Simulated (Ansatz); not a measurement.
# Energy against volume for CoSn (CoSn type, space group P6/mmm)

CoSn (CoSn type, space group P6/mmm)

```
CELL_PARAMETERS angstrom
      5.21781     0.00000     0.00000
     -2.60891     4.51876     0.00000
      0.00000     0.00000     4.17247
ATOMIC_POSITIONS crystal
  Co 0.50000 0.00000 0.00000
  Co 0.50000 0.50000 0.00000
  Co 0.00000 0.50000 0.00000
  Sn 0.00000 0.00000 0.00000
  Sn 0.33333 0.66667 0.50000
  Sn 0.66667 0.33333 0.50000
```

Equation-of-state scan: isotropic scaling of the cell above, V₀ being its volume. Symmetry pins the atoms to their sites.

Level of theory: PBEsol (plane waves to 420 eV, PAW, scalar-relativistic; Ansatz, a quantum-chemistry and plane-wave program). k mesh 10×10×11 (Γ-centred), Fermi-Dirac smearing 0.05 eV. E stands for the smeared free energy. With the shape held, the modulus is that of even scaling; a crystal free to change shape is softer. CoSn is run without spin polarisation. CoSn was relaxed with its symmetry unable to fall. ΔE is measured from the relaxed starting cell.

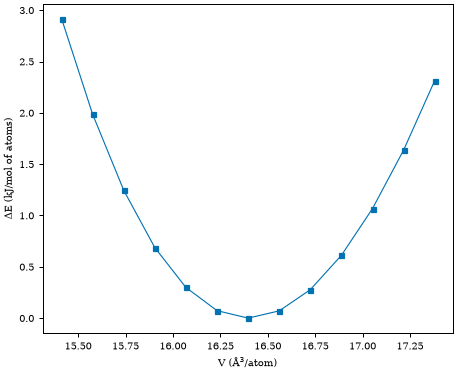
Figure. ΔE (kJ/mol of atoms) against V (Å³/atom); markers are the computed points, lines only join them.

The pressure derivative B₀′ (fit) is 4.8 and the energy cost of the largest expansion is 24 meV/atom. The pressure for 5 % compression (fit) is 8.5 GPa. The equilibrium volume of the fit is 16.40 Å³/atom and the bulk modulus at fixed cell shape B₀ (third-order Birch-Murnaghan fit) comes out as 146 GPa.

P = (3B₀/2)(x⁷ − x⁵)[1 + ¾(B₀′ − 4)(x² − 1)] with x = (1/0.95)^(1/3), B₀ = 146 GPa and B₀′ = 4.81.

(A scan under strain: stresses follow from slopes of the energy per volume, elastic moduli from its curvatures.)
